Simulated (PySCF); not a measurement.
# CH₇OSi₂ (doublet): what the fields show

Input file:

```
{"job": {"kind": "epr", "basis": "pcH-1"}, "charge": 0, "multiplicity": 2}
C     -1.886108     0.301031     0.133378
O     -1.203579    -0.839947    -0.260270
Si     0.298798    -0.973917    -0.910512
Si     1.883990     0.269781     0.168064
H     -2.123733     0.932469    -0.727945
H     -1.295827     0.890064     0.842760
H     -2.817458    -0.005639     0.612469
H      0.255217    -2.435481    -0.964856
H      2.144254     0.199765     1.619172
H      3.168102    -0.029216    -0.472797
H      1.581769     1.693762    -0.065427
```

Launched as:

```sh
OMP_NUM_THREADS=1 python probes_run.py task.json out
```

Geometry: GFN2-xTB.

Theory: UKS B3LYP, pcH-1 on C H O Si, non-relativistic, mean-field spin-orbit, GIAO (PySCF).

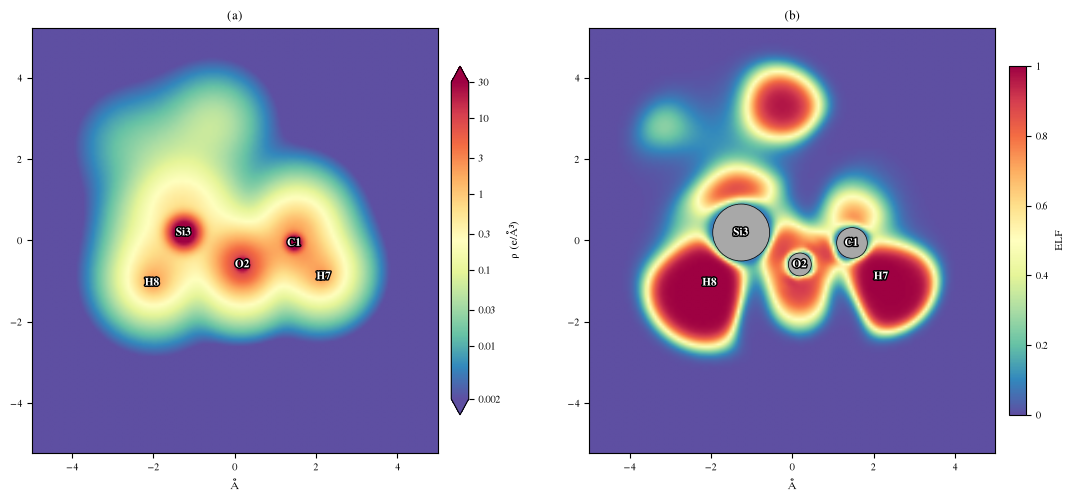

Figure 1. (a) electron density; (b) electron localisation function on the plane of atoms C1, O2 and Si3. Grey discs cover the atomic cores in the ELF map.

> What do the fields say about this system?

- The section cuts through C, O, Si and H sites.
- C–O (1.39 Å): ρ is about 2.1 e/Å³ halfway, with its minimum of 1.8 e/Å³ about 0.5 Å from C; the ELF peaks at about 0.90 between the atoms: a polar covalent bond.
- Si–O (1.64 Å): ρ at the midpoint is about 1.1 e/Å³; the ELF peaks at about 0.85 between the atoms, as expected for a polar covalent bond.
- C–H (1.09 Å): ρ is about 2.1 e/Å³ halfway; the ELF climbs to about 1 towards the hydrogen, as it does in any bond to H: a covalent bond by its length.
- Si–H (1.46 Å): ρ at the midpoint is about 0.81 e/Å³; the ELF climbs to about 1 towards the hydrogen.
- The ELF also peaks beside O2, away from the bonds: non-bonding electrons, paired or unpaired.

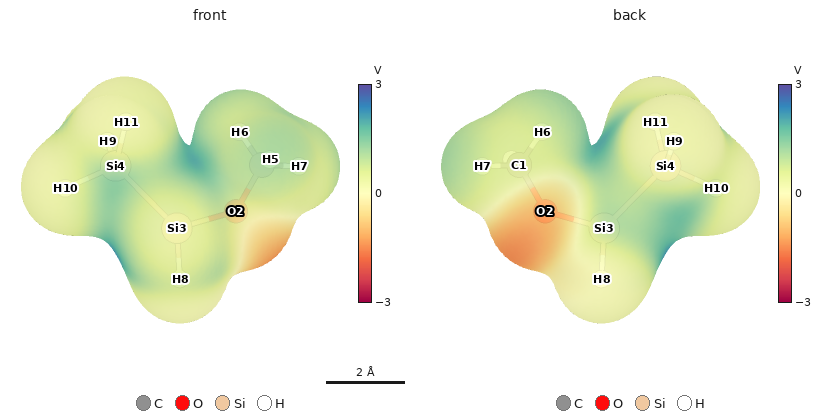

Figure 2. The molecular electrostatic potential painted on the density surface at 0.004 e/bohr³, seen from the front and from behind; the colour scale runs from red (negative) to blue (positive).

> Where is the surface potential most negative and most positive?

The most negative region (about −1.5 V) lies over O2, the most positive (about +2.0 V) over Si3. O2 is the likeliest acceptor of a hydrogen bond.
